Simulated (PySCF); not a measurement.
```xyz
5

Zr    0.0400   -0.0194   -0.1670
I    -0.3848   -0.0730    2.5114
F     1.8924   -0.0544   -0.5246
F    -0.6976    1.5523   -0.9052
F    -0.7750   -1.5160   -0.9766
```

Geometry: PBE0-D3(BJ)/def2-SVP; core potentials replace the inner electrons of Zr and I.

These are results of wB97X-D/def2-SVPD, SCF density, gas phase, scalar-relativistic core potentials on the heavy atoms in PySCF, not measurements.

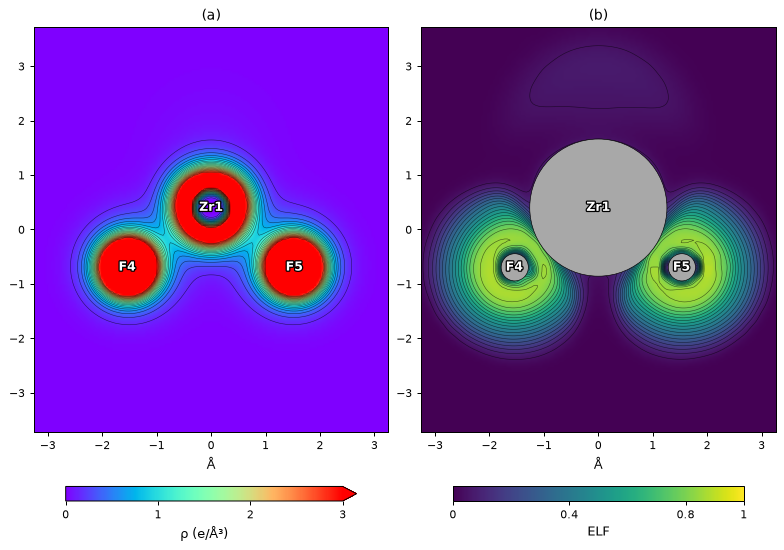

F₃IZr (ZrIF3). (a) electron density; (b) ELF on the plane of atoms F4, Zr1 and F5. Grey discs cover the atomic cores in the ELF map.

**Interpret the plot.**

The section cuts through Zr and F sites.
Zr–F (1.89 Å): the density is about 0.96 e/Å³ at the midpoint; the ELF peaks at about 0.85 in the valence shell of F, 0.5 Å from its nucleus, and drops to about 0.20 between the two atoms.
